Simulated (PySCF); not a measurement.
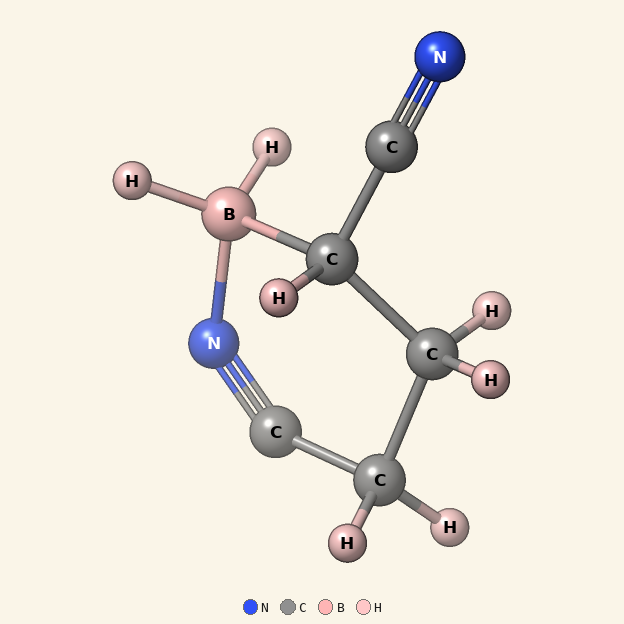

Orthographic view. Distant atoms are faded towards the background colour. Computed geometry: GFN2-xTB optimisation. No frequency run is at hand to confirm it as a minimum.

Question: Give the standard InChI.

Answer: InChI=1S/C5H7BN2/c7-4-5-2-1-3-8-6-5/h5H,1-2,6H2/t5-/m0/s1
